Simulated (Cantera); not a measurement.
A closed system holds: 1 mol Al, 3.2 mol N2O, 3.3 mol N2, at 17.0 Pa.

Equilibrium computed with Cantera from the NASA thermochemical tables; the gas is ideal and each condensed phase is pure. Candidate condensed phases: Al, AlN, Al2O3; 16 gas species. The numbers say what is thermodynamically allowed, not how fast it happens.

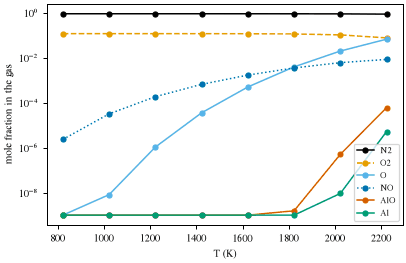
*Equilibrium gas composition (values under 1e-9 drawn at 1e-9)*

### Question
Read off the mole fractions at 1223 K.

### Answer
N2 about 0.88, O2 about 0.12, NO about 0.00018, O about 1.1e-6.
